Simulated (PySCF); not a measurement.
| atom | x (Å) | y (Å) | z (Å) |
| --- | --- | --- | --- |
| Cl | 1.5280 | 1.2990 | 1.4768 |
| C | 2.2022 | -0.0181 | 0.4716 |
| Si | 1.0142 | -0.3186 | -1.0057 |
| Si | -1.1162 | -0.8225 | -0.2121 |
| Cl | -1.1196 | -2.1046 | 1.3603 |
| C | -2.0263 | 0.7505 | 0.4072 |
| Cl | -2.0876 | 1.9357 | -0.9274 |
| H | 3.1958 | 0.3023 | 0.1667 |
| H | 2.3050 | -0.8835 | 1.1229 |
| H | 1.6170 | -1.4222 | -1.7683 |
| H | 1.0561 | 0.8927 | -1.8256 |
| H | -1.9962 | -1.4119 | -1.2268 |
| H | -1.5161 | 1.2398 | 1.2349 |
| H | -3.0570 | 0.5611 | 0.7034 |

Geometry: GFN2-xTB.

Level of theory: PySCF, PBE0/pcSseg-1, SCF density, gas phase, non-relativistic.

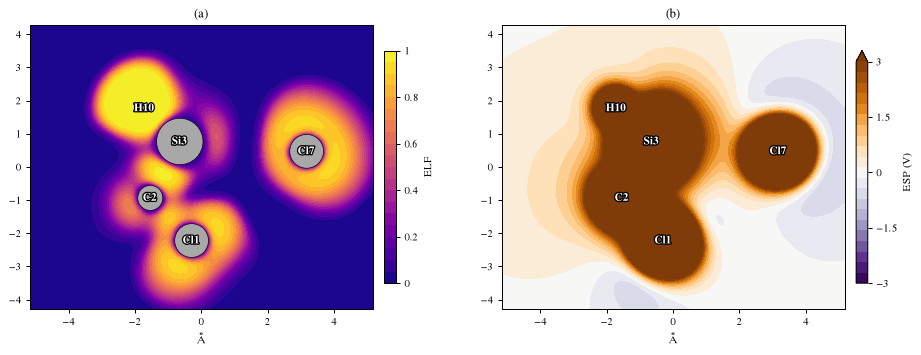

C2H7Cl3Si2. (a) electron localisation function; (b) molecular electrostatic potential on the plane of atoms Cl1, C2 and Si3. Grey discs cover the atomic cores in the ELF map.

Interpret the plot.

- The plane passes through Cl, C, Si and H nuclei.
- C–Cl (1.79 Å): the ELF peaks at about 0.90 between the atoms; localised, covalent bonding.
- C–Si (1.92 Å): the ELF peaks at about 0.95 between the atoms, as expected for a shared electron pair.
- Si–H (1.47 Å): the ELF climbs to about 1 towards the hydrogen, as it does in any bond to H.
- The ELF also peaks beside Cl1 and Cl7, away from the bonds: lone-pair regions.
- Outside the dense part of the molecule the potential is most negative (−0.7 V) near Cl7.
